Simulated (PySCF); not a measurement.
Geometry relaxation of C₃H₇ClOSi

System: C₃H₇ClOSi.
Method: PBE0-D3(BJ)/def2-SVP geometry optimisation, gas phase (PySCF 2.14.0).

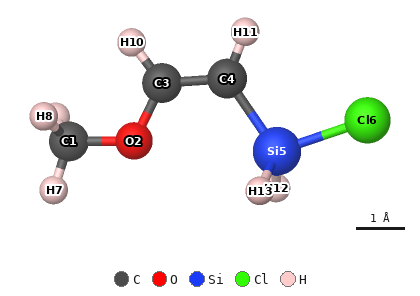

Figure 1. The starting structure (ball-and-stick view, seen on its broad side; atoms are numbered from 1 in the order of the input). Bond lengths as drawn: Cl–Si 2.03 Å, C–C 1.38 Å, C–H 1.06 to 1.12 Å, C–O 1.35 to 1.39 Å, C–Si 1.85 Å and H–Si 1.45 to 1.47 Å.

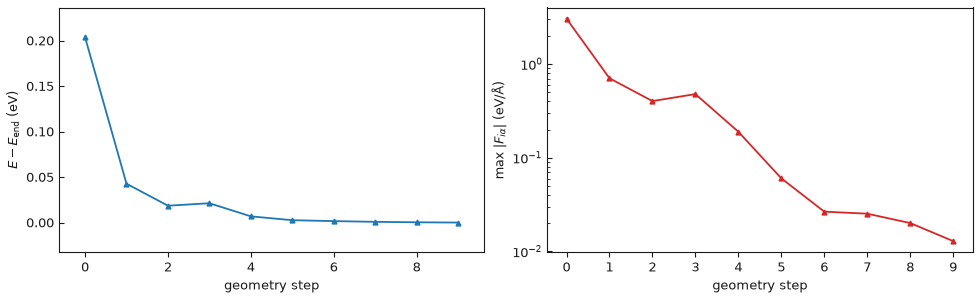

Figure 2. Progress of the relaxation, step by step (steps are counted from 0).

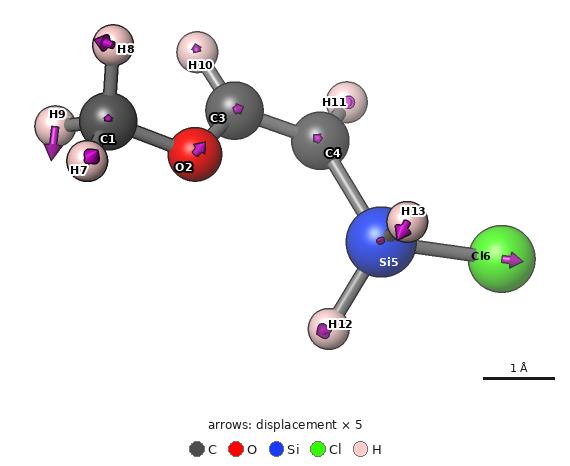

Figure 3. The starting structure with the displacements as pink arrows, magnified 5 times (ball-and-stick view, seen at a tilt). The two geometries are laid on each other by the best rigid fit. After 9 geometry steps the energy has fallen by 0.204 eV. Largest force component: 3.1 eV/Å at the start, 0.013 eV/Å at the end. H9 moves most after the best rigid fit: 0.10 Å. Largest moves by element: H 0.10 Å, Cl 0.06 Å, O 0.05 Å, C 0.03 Å, Si 0.02 Å. Distances before and after: Si5–Cl6 2.028 → 2.079 Å, C3–C4 1.383 → 1.340 Å, Si5–H12 1.449 → 1.491 Å, C4–H11 1.056 → 1.093 Å. Among the angles that change: Si5–C4–H11 124.0° → 121.2°, H8–C1–H9 106.3° → 109.1°, C3–C4–H11 115.4° → 117.9°. (Atoms are counted from 1 in the order of the input.)

The input that produced these results follows, with the program's output.

The input:
```
{"job": {"xc": "PBE0", "basis": "def2-SVP", "d3": "d3bj", "grid": 1, "shake": 0.01, "kind": "geom"}, "charge": 0, "multiplicity": 1}
C     -2.241820    -0.579750     0.275130
O     -0.867850    -0.404650     0.256200
C     -0.395580     0.631010    -0.478090
C      0.966330     0.854810    -0.565590
Si     2.161940    -0.265520     0.293160
Cl     4.006250     0.459950    -0.135180
H     -2.461050    -1.409100     0.914390
H     -2.743470     0.339820     0.669960
H     -2.651050    -0.749600    -0.714330
H     -1.118980     1.257300    -0.950110
H      1.251130     1.690600    -1.144300
H      2.109830    -1.633930    -0.180220
H      1.990120    -0.207830     1.748650
```

The first line tells a small driver script what to run in PySCF; the rest is the geometry in Å.

Launched with:
```bash
OMP_NUM_THREADS=1 python <driver script> task.json out
```

Output:
```
step   0  E = -942.58945889  max force = 0.059391
step   1  E = -942.59537723  max force = 0.013713
step   2  E = -942.59626665  max force = 0.007832
step   3  E = -942.59616679  max force = 0.009299
step   4  E = -942.59669706  max force = 0.003686
step   5  E = -942.59685193  max force = 0.001172
step   6  E = -942.59688886  max force = 0.000518
step   7  E = -942.59691827  max force = 0.000492
step   8  E = -942.59693668  max force = 0.000390
step   9  E = -942.59694742  max force = 0.000252
optimisation converged
```

Trajectory as extended XYZ (Å, eV, eV/Å), 10 frames, from step=0 to step=9:
```
13
Properties=species:S:1:pos:R:3:forces:R:3 step=0 energy=-25649.16562
C    -2.2418   -0.5797    0.2751   -0.4798   1.5298   0.1639
O    -0.8679   -0.4047    0.2562    0.8449   0.4339  -0.4495
C    -0.3956    0.6310   -0.4781    3.0540  -0.7600   0.8132
C     0.9663    0.8548   -0.5656   -2.9945  -1.4938   0.7907
Si    2.1619   -0.2655    0.2932   -0.7048   0.6435  -0.0224
Cl    4.0062    0.4600   -0.1352    1.0953   0.3223  -0.2055
H    -2.4611   -1.4091    0.9144   -0.2372  -0.7765   0.5782
H    -2.7435    0.3398    0.6700    0.0885  -0.4493   0.0095
H    -2.6511   -0.7496   -0.7143   -0.1921  -0.3041  -0.6561
H    -1.1190    1.2573   -0.9501   -0.8708   0.6273  -0.5047
H     1.2511    1.6906   -1.1443    0.5632   1.1284  -0.7816
H     2.1098   -1.6339   -0.1802   -0.0977  -0.8018  -0.2156
H     1.9901   -0.2078    1.7487   -0.0690  -0.0996   0.4801
13
Properties=species:S:1:pos:R:3:forces:R:3 step=1 energy=-25649.32667
C    -2.2290   -0.4099    0.5483    0.0444  -0.2090  -0.0553
O    -0.8314   -0.2540    0.4672   -0.0802  -0.0850   0.2051
C    -0.3769    0.6894   -0.3667   -0.3477   0.0436  -0.7051
C     0.9035    0.7321   -0.7650    0.1445   0.4823   0.2465
Si    2.1627   -0.3893    0.0053    0.2379  -0.0075   0.0082
Cl    4.0847    0.2865   -0.4914   -0.3202  -0.1075  -0.0126
H    -2.4290   -1.2508    1.2307    0.0649   0.1316  -0.0627
H    -2.7208    0.4937    0.9385   -0.0019   0.1102   0.0682
H    -2.6591   -0.6496   -0.4410    0.0111  -0.0116   0.0550
H    -1.1529    1.3748   -0.7682    0.2757  -0.1047   0.2008
H     1.2004    1.5709   -1.4121   -0.0601  -0.2616   0.0740
H     2.0460   -1.8053   -0.4515    0.0327   0.0311  -0.0346
H     2.0769   -0.3608    1.4924   -0.0011  -0.0119   0.0124
13
Properties=species:S:1:pos:R:3:forces:R:3 step=2 energy=-25649.35087
C    -2.2154   -0.4078    0.5610    0.0287  -0.0084   0.0211
O    -0.8253   -0.2402    0.4326   -0.3230  -0.0869  -0.0399
C    -0.3976    0.6898   -0.4350    0.3025  -0.1038   0.1298
C     0.9052    0.7492   -0.7448    0.0318   0.4027  -0.0567
Si    2.1456   -0.3990    0.0179    0.0523   0.0043   0.0131
Cl    4.0554    0.2827   -0.4733   -0.1259  -0.0372  -0.0094
H    -2.3750   -1.2181    1.2831   -0.0190   0.0161   0.0123
H    -2.6978    0.5102    0.9396   -0.0096  -0.0041  -0.0009
H    -2.6790   -0.6917   -0.3994   -0.0042  -0.0029   0.0095
H    -1.1550    1.3873   -0.8263    0.0237  -0.0884   0.0297
H     1.2247    1.5787   -1.3815    0.0453  -0.0893  -0.0981
H     2.0377   -1.7959   -0.4926   -0.0129   0.0004  -0.0052
H     2.0516   -0.4176    1.5054    0.0102  -0.0027  -0.0053
13
Properties=species:S:1:pos:R:3:forces:R:3 step=3 energy=-25649.34816
C    -2.2610   -0.3941    0.5507    0.0364   0.2147   0.0234
O    -0.8650   -0.2777    0.4499    0.4782  -0.0816  -0.2290
C    -0.3742    0.6382   -0.4066   -0.2504   0.2661   0.2045
C     0.9268    0.7630   -0.7048   -0.1054  -0.4239   0.3445
Si    2.1815   -0.3903    0.0239    0.0337  -0.0120  -0.0686
Cl    4.0537    0.2900   -0.5601    0.0923   0.0199   0.0126
H    -2.4598   -1.1788    1.2869   -0.0396  -0.0656   0.0662
H    -2.7136    0.5507    0.9067   -0.0074  -0.0769  -0.0525
H    -2.7196   -0.6815   -0.4098    0.0009   0.0051  -0.0287
H    -1.1213    1.3353   -0.7954   -0.1928   0.1066  -0.1935
H     1.2249    1.5730   -1.3685   -0.0004   0.0782  -0.0975
H     2.0585   -1.7798   -0.5004   -0.0455  -0.0351   0.0329
H     2.1445   -0.4204    1.5141    0.0001   0.0044  -0.0141
13
Properties=species:S:1:pos:R:3:forces:R:3 step=4 energy=-25649.36258
C    -2.2348   -0.4015    0.5539    0.0191   0.0912   0.0411
O    -0.8419   -0.2624    0.4358    0.1080  -0.0773  -0.1323
C    -0.3828    0.6661   -0.4207   -0.0076   0.1631   0.1895
C     0.9209    0.7734   -0.7108   -0.0388  -0.1294   0.1052
Si    2.1582   -0.3931    0.0278    0.0142  -0.0154  -0.0583
Cl    4.0463    0.2591   -0.5430    0.0481   0.0121   0.0113
H    -2.4146   -1.1949    1.2881   -0.0224  -0.0269   0.0278
H    -2.7005    0.5318    0.9189   -0.0075  -0.0306  -0.0298
H    -2.6991   -0.6904   -0.4039    0.0007   0.0010  -0.0145
H    -1.1377    1.3608   -0.8096   -0.0907   0.0003  -0.1090
H     1.2328    1.5789   -1.3771    0.0077   0.0284  -0.0503
H     2.0173   -1.7839   -0.4901   -0.0365  -0.0222   0.0275
H     2.1111   -0.4163    1.5175    0.0057   0.0057  -0.0083
13
Properties=species:S:1:pos:R:3:forces:R:3 step=5 energy=-25649.36680
C    -2.2252   -0.4050    0.5481    0.0098   0.0362   0.0277
O    -0.8330   -0.2534    0.4339   -0.0185  -0.0113   0.0020
C    -0.3815    0.6957   -0.4031    0.0299  -0.0603  -0.0327
C     0.9221    0.7870   -0.6990   -0.0020   0.0186   0.0159
Si    2.1501   -0.3951    0.0318   -0.0130  -0.0110  -0.0292
Cl    4.0451    0.2113   -0.5697    0.0108   0.0043   0.0079
H    -2.4032   -1.2087    1.2729   -0.0024  -0.0018   0.0057
H    -2.7025    0.5190    0.9187   -0.0027  -0.0033  -0.0105
H    -2.6821   -0.6876   -0.4155   -0.0026  -0.0032  -0.0068
H    -1.1444    1.3732   -0.8122   -0.0114   0.0028  -0.0070
H     1.2384    1.5785   -1.3819    0.0100   0.0318   0.0134
H     1.9655   -1.7913   -0.4590   -0.0164  -0.0048   0.0117
H     2.1257   -0.3958    1.5217    0.0087   0.0019   0.0018
13
Properties=species:S:1:pos:R:3:forces:R:3 step=6 energy=-25649.36780
C    -2.2223   -0.3999    0.5505   -0.0014  -0.0059   0.0084
O    -0.8301   -0.2570    0.4268   -0.0266  -0.0188  -0.0132
C    -0.3798    0.6904   -0.4127    0.0061   0.0097  -0.0096
C     0.9251    0.7910   -0.6988    0.0126   0.0101  -0.0092
Si    2.1461   -0.3989    0.0306    0.0004   0.0053   0.0041
Cl    4.0478    0.2055   -0.5529    0.0008  -0.0049  -0.0029
H    -2.4012   -1.1978    1.2821    0.0027   0.0083  -0.0031
H    -2.6938    0.5287    0.9160    0.0035   0.0096  -0.0017
H    -2.6857   -0.6870   -0.4090   -0.0038  -0.0038   0.0015
H    -1.1454    1.3631   -0.8268    0.0113  -0.0075   0.0074
H     1.2446    1.5889   -1.3737   -0.0063  -0.0037   0.0101
H     1.9555   -1.7924   -0.4659   -0.0079   0.0024   0.0030
H     2.1143   -0.4069    1.5204    0.0085  -0.0009   0.0050
13
Properties=species:S:1:pos:R:3:forces:R:3 step=7 energy=-25649.36860
C    -2.2280   -0.3927    0.5471   -0.0059  -0.0037   0.0045
O    -0.8351   -0.2672    0.4146    0.0011  -0.0098  -0.0253
C    -0.3777    0.6838   -0.4172   -0.0119   0.0165   0.0239
C     0.9294    0.7901   -0.6911    0.0105  -0.0103  -0.0195
Si    2.1498   -0.4026    0.0348   -0.0095   0.0032   0.0110
Cl    4.0509    0.1944   -0.5571    0.0021  -0.0039  -0.0043
H    -2.4120   -1.1867    1.2815    0.0004   0.0057  -0.0021
H    -2.6852    0.5427    0.9135    0.0007   0.0055  -0.0002
H    -2.7017   -0.6761   -0.4086    0.0013  -0.0016   0.0016
H    -1.1407    1.3579   -0.8334    0.0096  -0.0049  -0.0025
H     1.2499    1.5902   -1.3627   -0.0017   0.0011   0.0096
H     1.9484   -1.7952   -0.4597   -0.0009   0.0002   0.0017
H     2.1269   -0.4110    1.5250    0.0042   0.0020   0.0015
13
Properties=species:S:1:pos:R:3:forces:R:3 step=8 energy=-25649.36911
C    -2.2317   -0.3834    0.5405   -0.0088  -0.0008  -0.0016
O    -0.8387   -0.2795    0.3935    0.0103   0.0035  -0.0129
C    -0.3735    0.6804   -0.4237   -0.0120   0.0103   0.0167
C     0.9361    0.7902   -0.6842    0.0019  -0.0171  -0.0201
Si    2.1483   -0.4093    0.0432   -0.0041  -0.0042   0.0106
Cl    4.0523    0.1669   -0.5596    0.0039  -0.0008  -0.0040
H    -2.4201   -1.1759    1.2752   -0.0012   0.0017  -0.0003
H    -2.6702    0.5584    0.9135    0.0004  -0.0006   0.0003
H    -2.7200   -0.6576   -0.4106    0.0033   0.0014   0.0005
H    -1.1326    1.3569   -0.8426    0.0022  -0.0004  -0.0025
H     1.2617    1.5935   -1.3494    0.0010   0.0039   0.0128
H     1.9286   -1.8020   -0.4430    0.0047  -0.0013   0.0012
H     2.1347   -0.4109    1.5338   -0.0017   0.0043  -0.0005
13
Properties=species:S:1:pos:R:3:forces:R:3 step=9 energy=-25649.36940
C    -2.2383   -0.3761    0.5347   -0.0026  -0.0014  -0.0063
O    -0.8447   -0.2867    0.3824    0.0097   0.0029   0.0006
C    -0.3718    0.6766   -0.4261   -0.0053  -0.0045   0.0076
C     0.9394    0.7834   -0.6805   -0.0045  -0.0006  -0.0129
Si    2.1519   -0.4149    0.0486   -0.0045  -0.0029   0.0050
Cl    4.0555    0.1579   -0.5600   -0.0048  -0.0017  -0.0012
H    -2.4325   -1.1695    1.2671   -0.0004   0.0010  -0.0013
H    -2.6651    0.5688    0.9130   -0.0007   0.0001   0.0011
H    -2.7329   -0.6413   -0.4157    0.0012   0.0021  -0.0002
H    -1.1265    1.3572   -0.8462    0.0043   0.0012   0.0000
H     1.2678    1.5913   -1.3388    0.0064   0.0018   0.0058
H     1.9304   -1.8095   -0.4311    0.0046  -0.0005   0.0013
H     2.1419   -0.4098    1.5392   -0.0033   0.0025   0.0005
```

Summary:

```json
{"quantity": "outcome", "value": "converged"}
{"quantity": "total energy", "value": "−942.596947 hartree"}
{"quantity": "dipole moment", "value": "4.48 D"}
{"quantity": "point group", "value": "C1"}
{"quantity": "hardware", "value": "1 CPU thread, shared host"}
{"quantity": "wall time", "value": "69 s"}
{"quantity": "peak memory", "value": "0.52 GiB"}
```
